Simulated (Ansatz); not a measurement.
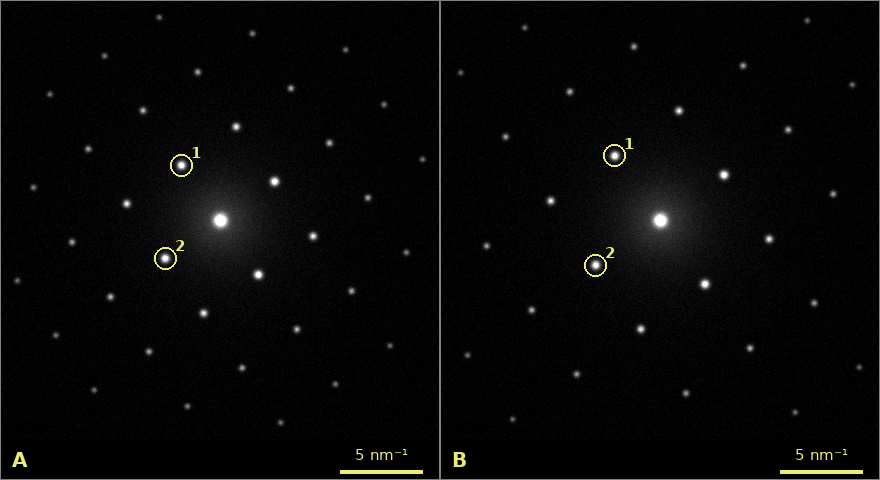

Kinematic electron diffraction patterns (200 kV, B = 0.5 Å², same scale) along [110] of the run's own cell, for the start and the end of one relaxation of Mg2B with DFT PBE, scalar-relativistic, plane waves, PAW in Ansatz. k mesh 18×18×18. The start is a generated model structure, and the relaxation ends in the nearest stationary point of its symmetry, not necessarily the ground state. Spot 1 is -1 1 0 and spot 2 is 0 0 1 in both.

Start structure:

```
Mg B
1.0
    -1.72282    1.72282    3.86864
     1.72282   -1.72282    3.86864
     1.72282    1.72282   -3.86864
Mg B
2 1
Direct
  0.66108 0.66108 0.00000
  0.33892 0.33892 0.00000
  0.00000 0.00000 0.00000
```

**Which pattern belongs to the start structure, and which to the relaxed one?**

A is the start: its cell gives d(1) = 2.436 Å, d(2) = 2.436 Å and an angle of 90.0°. B is the relaxed structure, with d(1) = 2.079 Å (-14.7 %), d(2) = 2.079 Å (-14.7 %) and 90.0°.

**Summarise the relaxation behind the change.**

The volume changed by +2.5 % to 15.70 Å³ an atom; with the mean shift removed, the atoms moved by up to 0.33 Å relative to the cell (Mg most); the space group stayed I4/mmm (No. 139); the free energy fell by 190 meV an atom. Relaxed cell: a = 5.829 Å, b = 5.829 Å, c = 5.829 Å, α = 150.78°, β = 150.78°, γ = 41.80°.
